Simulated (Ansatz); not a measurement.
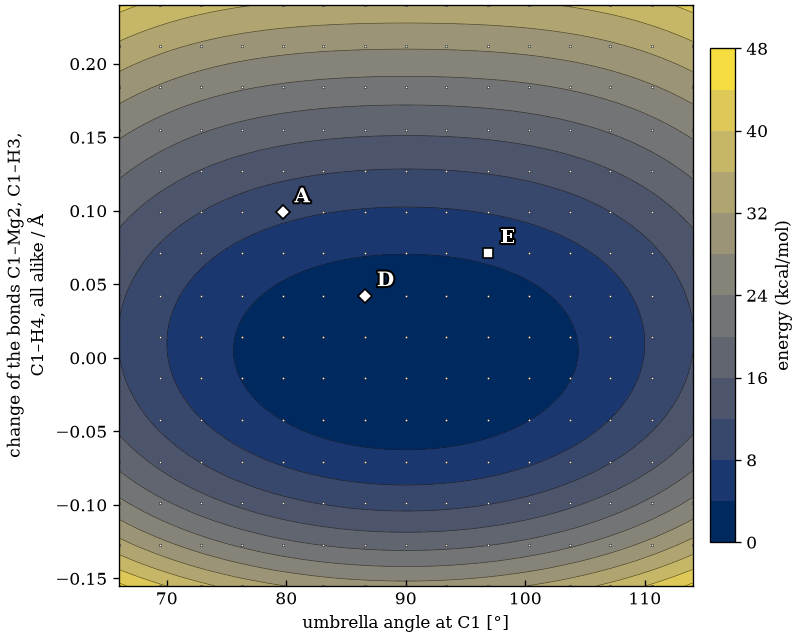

CH3Mg, SMILES [CH2][MgH], spin multiplicity 2. 
- The first coordinate is: umbrella angle at C1 (between each of its bonds and their common axis; 90 is planar); the second: change of the bonds C1–Mg2, C1–H3, C1–H4, all alike.
- Nothing is relaxed (all other coordinates rigid).
- Grid: 15 × 15 points; 120 points were computed and 105 follow by symmetry.
- Points are written as (first, second).
- All energies are given in kcal/mol relative to the relaxed molecule at the same level.
- Level of theory: Ansatz, UKS PBE0-D4/def2-TZVP.

Drawn: filled contours, dots at the grid points, lettered points. Between grid points the surface is interpolated.

Question: Is A the lowest point of the computed grid?

Answer: No. A lies 8.8 kcal/mol above the lowest grid point, which is at (90.0°, 0.014 Å).

Question: Rank the lettered points by energy, lowest first.

Answer: D (1.7 kcal/mol), E (4.8 kcal/mol), A (9.0 kcal/mol).

Question: What kind of point is each of A, D, E: minimum, saddle, maximum or slope?

Answer: A: on a slope; D: on a slope; E: on a slope. (In these two coordinates alone; a stationary point may lie a little off the grid point.)
